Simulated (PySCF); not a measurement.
**What a change does: NMR shielding calculation on C6H4N2**

System: C6H4N2 (4-Cyanopyridine), SMILES N#Cc1ccncc1.
Method of run A: GIAO wB97X-D/pcSseg-2 NMR shielding, non-relativistic, IEF-PCM chloroform (PySCF 2.14.0).

The geometry comes from this level: PBE0-D3(BJ)/def2-TZVP. Text and figures count atoms from 1; the logs count them from 0 in places.

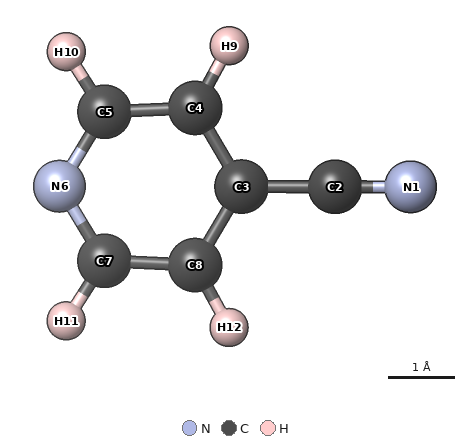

Figure 1. The input geometry (ball-and-stick view, seen on its broad side; atoms are numbered from 1 in the order of the input).

## The input, run A
```
{"job": {"kind": "nmr", "xc": "wB97X-D", "basis": "pcSseg-2", "pop": false, "solvent": "chloroform"}, "charge": 0, "multiplicity": 1}
N      3.393808     0.445401     0.062001
C      2.253067     0.293739     0.040863
C      0.837560     0.107253     0.014717
C     -0.020821     1.202298     0.034428
C     -1.384474     0.960807     0.007350
N     -1.916947    -0.255344    -0.036359
C     -1.086790    -1.291855    -0.054659
C      0.293128    -1.172375    -0.030924
H      0.368471     2.211404     0.069753
H     -2.083209     1.791863     0.021648
H     -1.545466    -2.275457    -0.090312
H      0.931041    -2.046373    -0.047406
```

The first line tells a small driver script what to run in PySCF; the rest is the geometry in Å.

Command:
```bash
OMP_NUM_THREADS=1 python <driver script> task.json out
```

Hardware: 1 CPU thread, shared host.

## Output (run A)
```
coarse grid: 11120 points
cycle   1  E = -340.4403303207  dE =  1.731e+00  |g| = 5.387e-01  |ddm| = 2.848e+00
cycle   2  E = -340.3877987338  dE =  5.253e-02  |g| = 7.843e-01  |ddm| = 1.201e+00
cycle   3  E = -340.5140048414  dE = -1.262e-01  |g| = 5.776e-02  |ddm| = 7.001e-01
cycle   4  E = -340.5145680443  dE = -5.632e-04  |g| = 3.987e-02  |ddm| = 1.008e-01
cycle   5  E = -340.5149034884  dE = -3.354e-04  |g| = 9.685e-03  |ddm| = 4.166e-02
cycle   6  E = -340.5149235187  dE = -2.003e-05  |g| = 3.179e-03  |ddm| = 1.515e-02
cycle   7  E = -340.5149264162  dE = -2.897e-06  |g| = 1.006e-03  |ddm| = 6.058e-03
final grid: 110720 points
cycle   8  E = -340.5249658169  dE = -2.289e-04  |g| = 5.605e-03  |ddm| = 8.682e-02
cycle   9  E = -340.5249664035  dE = -5.865e-07  |g| = 5.756e-03  |ddm| = 1.120e-02
cycle  10  E = -340.5249725148  dE = -6.111e-06  |g| = 1.469e-03  |ddm| = 6.032e-03
cycle  11  E = -340.5249729277  dE = -4.129e-07  |g| = 5.334e-04  |ddm| = 1.620e-03
cycle  12  E = -340.5249729999  dE = -7.217e-08  |g| = 8.991e-05  |ddm| = 6.128e-04
cycle  13  E = -340.5249730028  dE = -2.892e-09  |g| = 3.992e-05  |ddm| = 1.583e-04
cycle  14  E = -340.5249730034  dE = -6.119e-10  |g| = 1.258e-05  |ddm| = 7.403e-05
converged SCF energy = -340.5249730034

GIAO shielding tensors (ppm)
atom      isotropic    diamagn.    paramagn.     s11        s22        s33       span
  0 N      -40.267     337.478    -377.745   -185.983   -177.124    242.307    428.290
  1 C       57.092     260.807    -203.715    -69.211    -54.215    294.703    363.914
  2 C       53.992     248.964    -194.972    -64.690     55.552    171.114    235.805
  3 C       48.130     256.052    -207.923    -68.912     37.311    175.990    244.902
  4 C       22.301     251.254    -228.953    -94.616     12.075    149.445    244.061
  5 N     -106.977     319.207    -426.184   -430.000   -196.627    305.695    735.695
  6 C       22.296     251.236    -228.939    -94.614     12.059    149.444    244.058
  7 C       48.139     256.045    -207.906    -68.914     37.323    176.008    244.922
  8 H       23.580      31.434      -7.854     20.624     21.605     28.512      7.888
  9 H       22.359      29.829      -7.470     18.661     21.556     26.861      8.200
 10 H       22.361      29.820      -7.460     18.661     21.558     26.863      8.203
 11 H       23.580      31.419      -7.838     20.625     21.604     28.513      7.887
```

For run B the input was changed thus:
```diff
-"solvent": "chloroform"
```

How does run B compare with run A?

The total energy of run B is 5.5 kcal/mol higher: the change of the electrostatic solvation energy at this fixed geometry, without cavity or dispersion terms. The HOMO goes from −9.95 to −10.08 eV. The LUMO goes from −0.39 to −0.52 eV. The dipole moment goes from 2.40 to 2.06 D. Of all shieldings, the largest change is that of N1, by −16.9 ppm. The reaction field of the continuum polarises the molecule further, so the dipole moment is larger in solution. The number of SCF iterations is the same.

## Output (run B)
```
coarse grid: 11120 points
cycle   1  E = -340.4216225337  dE =  1.749e+00  |g| = 5.726e-01  |ddm| = 2.850e+00
cycle   2  E = -340.3340638383  dE =  8.756e-02  |g| = 9.070e-01  |ddm| = 1.590e+00
cycle   3  E = -340.5050748203  dE = -1.710e-01  |g| = 6.399e-02  |ddm| = 8.953e-01
cycle   4  E = -340.5056787976  dE = -6.040e-04  |g| = 4.540e-02  |ddm| = 1.066e-01
cycle   5  E = -340.5061104779  dE = -4.317e-04  |g| = 1.019e-02  |ddm| = 4.392e-02
cycle   6  E = -340.5061307052  dE = -2.023e-05  |g| = 3.791e-03  |ddm| = 1.507e-02
cycle   7  E = -340.5061345071  dE = -3.802e-06  |g| = 1.065e-03  |ddm| = 5.726e-03
final grid: 110720 points
cycle   8  E = -340.5162509966  dE = -2.293e-04  |g| = 5.502e-03  |ddm| = 8.737e-02
cycle   9  E = -340.5162514660  dE = -4.694e-07  |g| = 5.746e-03  |ddm| = 1.135e-02
cycle  10  E = -340.5162574409  dE = -5.975e-06  |g| = 1.641e-03  |ddm| = 6.513e-03
cycle  11  E = -340.5162579459  dE = -5.050e-07  |g| = 6.129e-04  |ddm| = 1.668e-03
cycle  12  E = -340.5162580404  dE = -9.453e-08  |g| = 9.696e-05  |ddm| = 6.534e-04
cycle  13  E = -340.5162580437  dE = -3.305e-09  |g| = 3.951e-05  |ddm| = 1.828e-04
cycle  14  E = -340.5162580444  dE = -6.836e-10  |g| = 1.403e-05  |ddm| = 7.180e-05
converged SCF energy = -340.5162580444

GIAO shielding tensors (ppm)
atom      isotropic    diamagn.    paramagn.     s11        s22        s33       span
  0 N      -57.155     336.914    -394.069   -206.885   -202.878    238.298    445.183
  1 C       60.002     260.567    -200.565    -65.321    -50.938    296.265    361.587
  2 C       53.054     248.217    -195.163    -65.496     52.349    172.309    237.805
  3 C       49.692     256.645    -206.952    -66.965     42.361    173.681    240.646
  4 C       22.629     250.992    -228.363    -95.261     15.036    148.113    243.373
  5 N     -116.178     317.851    -434.029   -457.425   -197.596    306.488    763.913
  6 C       22.626     250.975    -228.349    -95.258     15.023    148.112    243.370
  7 C       49.704     256.635    -206.931    -66.961     42.372    173.702    240.662
  8 H       23.899      31.935      -8.036     21.088     21.842     28.769      7.681
  9 H       22.467      30.121      -7.654     18.903     21.433     27.066      8.162
 10 H       22.468      30.113      -7.644     18.903     21.435     27.068      8.165
 11 H       23.899      31.920      -8.021     21.088     21.841     28.768      7.680
```

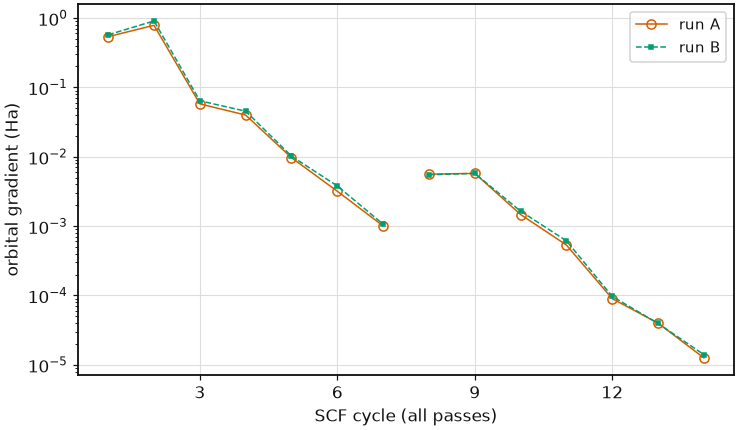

Figure 2. Convergence of the two runs: orbital gradient against the SCF cycle. A break in a curve parts two SCF passes (coarse and final grid). Run A takes 14 cycles in all, and run B takes 14.

## The two runs side by side

```csv
quantity,run A,run B
outcome,converged,converged
total energy (hartree),−340.524973,−340.516258
HOMO (eV),−9.95,−10.08
LUMO (eV),−0.39,−0.52
dipole moment (D),2.40,2.06
shielding of N1 (ppm),−40.3,−57.2
shielding of C2 (ppm),57.1,60.0
shielding of C3 (ppm),54.0,53.1
shielding of C4 (ppm),48.1,49.7
shielding of N6 (ppm),−107.0,−116.2
shielding of C7 (ppm),22.3,22.6
shielding of C8 (ppm),48.1,49.7
SCF iterations,14,14
basis functions,344,344
wall time (shared host),75 s,74 s
```
